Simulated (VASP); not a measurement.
Band structure of Co (space group P6_3/mmc). All values below come from LDA (Ceperley-Alder, Perdew-Zunger), VASP's LDA PAW potentials (set 64) (plane waves; VASP 6.6.1).

The run has a spin-polarised start.

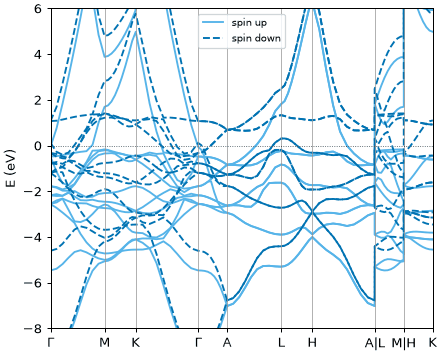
Figure. Bands along high-symmetry lines, zero at the valence-band maximum or, without a gap, the Fermi level

Q: Read the plot: is there a gap, and where are the band edges?

A: It has no gap at this level: it comes out as a metal or semimetal. (Edges off the drawn lines would not show.)

The structure comes from a computed database's Co entry (P6_3/mmc); how it stands against other phases isn't given here. It was relaxed first, which changed the volume by -7 %.
